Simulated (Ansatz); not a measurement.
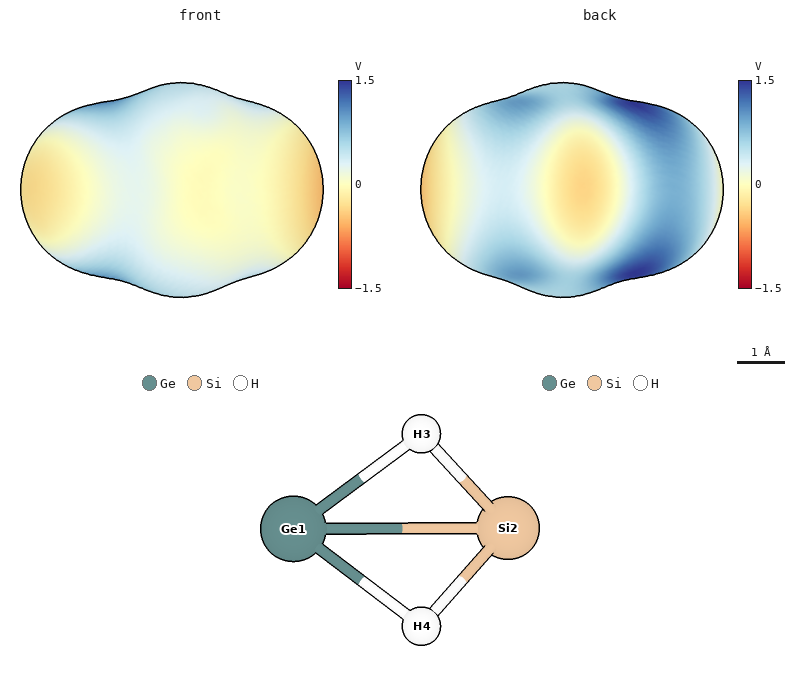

Figure. GeH₂Si. The molecular electrostatic potential painted on the density surface at 0.002 e/bohr³, seen from the front and from behind; the colour scale runs from red (negative) to blue (positive). The bare structure is drawn below in the same view.

Geometry: r2SCAN-D4/def2-SVP.

Theory: isolated molecule in a Gaussian basis; Kohn-Sham density functional theory, functional PBE0 in Ansatz 0.2.0.

```yaml
atoms:
  - { symbol: Ge, position_ang: [1.0948, 0.3600, -0.5128] }
  - { symbol: Si, position_ang: [-0.8692, 1.2864, 0.2166] }
  - { symbol: H, position_ang: [0.0527, 0.0811, 0.9084] }
  - { symbol: H, position_ang: [0.6791, 1.9026, 0.2818] }
```

Which sites attract a positive test charge, and which a negative one?

Answer. A positive charge is drawn to the negative regions and a negative charge to the positive ones. The most negative region (about −0.5 V) lies over H4, the most positive (about +1.5 V) over Ge1.
